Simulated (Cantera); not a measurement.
Input: 1 mol Mg(OH)2, 2 mol H2, 1.5 mol O2, at 21.8 Torr.

These are equilibrium values from Cantera (NASA tables, ideal gas, pure condensed phases), not measurements of a reactor. Candidate condensed phases: H2O, Mg, MgO, Mg(OH)2; 15 gas species. Equilibrium is a limit: real reactors are often held back by kinetics, nucleation or transport.

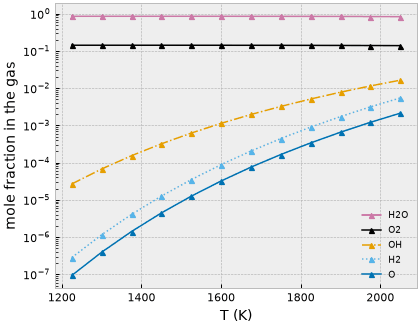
Fig. 1. Equilibrium gas composition (values under 1e-9 drawn at 1e-9)

From 1225 K to 2050 K the condensed part is MgO(s).
